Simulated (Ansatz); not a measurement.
The calculation's input:

```
basis:
  gaussian: {orbitals: def2-TZVPD}
crystal:
  periodic: [false, false, false]
  atoms:
    - {symbol: F, position_ang: [-1.418275, -0.180813, -0.433778]}
    - {symbol: O, position_ang: [-0.257504, -0.457892, 1.734216]}
    - {symbol: Sn, position_ang: [0.388573, 1.624157, 1.716837]}
    - {symbol: Sn, position_ang: [-0.812969, 1.690001, -0.837609]}
    - {symbol: H, position_ang: [-0.585440, -0.963122, 2.495542]}
    - {symbol: H, position_ang: [-0.826802, -0.619041, 0.911731]}
    - {symbol: H, position_ang: [2.059858, 1.401925, 1.930468]}
    - {symbol: H, position_ang: [-0.450968, 2.215420, 3.075417]}
    - {symbol: H, position_ang: [-2.248223, 2.585772, -0.953791]}
    - {symbol: H, position_ang: [0.235809, 1.526924, -2.160016]}
total_charge: 1
hamiltonian: {xc: pbe0}
output: {forces: true, orbitals: {seedname: orbitals}}
```

Run with:

```sh
ansatz run input.yaml --threads 2 --pin off --max-ram 4350MiB --events-out events.jsonl --progress --plain --runs-dir runs
```

Geometry: r2SCAN-D4/def2-SVP; core potentials replace the inner electrons of Sn.

These are results of isolated molecule in a Gaussian basis; Kohn-Sham density functional theory, functional PBE0 (Ansatz 0.2.0), not measurements.

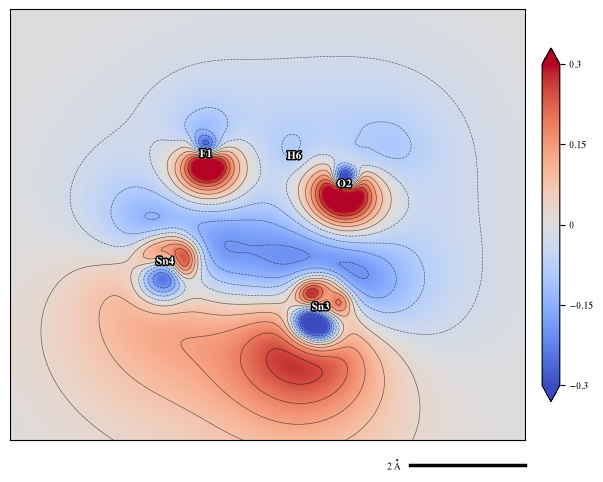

FH6OSn2 (charge +1). The LUMO on the plane of atoms O2, Sn3 and Sn4 (values in Å⁻³ᐟ²; the overall sign is arbitrary).

**What is the character of this orbital?**

Its weight (Hirshfeld) is mainly on Sn3 (about 50 %), Sn4 (about 25 %) and O2 (about 5 %). Its energy is −6.64 eV.
